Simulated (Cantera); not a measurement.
Charge: 1 mol Si, a varied amount of Br2, at 1398.15 K and 1.10e-5 bar.

Method: chemical equilibrium by Gibbs-energy minimisation in Cantera with the NASA 1993 tables (ideal gas, pure condensed phases). Candidate condensed phases: Br2, Si; 9 gas species. The tables' values for SiBr3, SiBr are old estimates; treat these amounts as uncertain. Equilibrium is a limit: real reactors are often held back by kinetics, nucleation or transport.

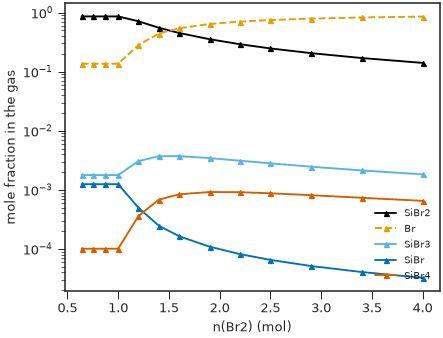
Equilibrium gas composition (values under 1e-9 drawn at 1e-9)

From 0.64 mol Br2 to 1 mol Br2 the condensed part is Si(s). From 1.2 mol Br2 to 4 mol Br2 nothing is condensed. The main Si-bearing gas is SiBr2 throughout.
